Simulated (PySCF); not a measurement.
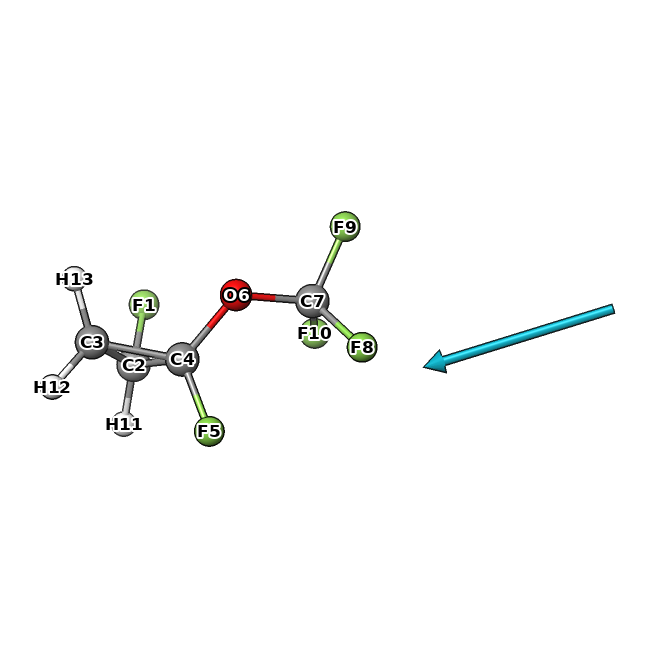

The arrow beside the molecule shows the direction of the dipole moment, from the negative to the positive end (its length means nothing). The computed structure is the end point of a GFN2-xTB optimisation. No frequency run is at hand to confirm it as a minimum. Properties computed with PBE0/pcSseg-1, gas phase (PySCF 2.14.0).

> How large is the dipole moment?

2.99 D; it points from the side of F9 to the side of H12 (the outermost atoms at the two ends).
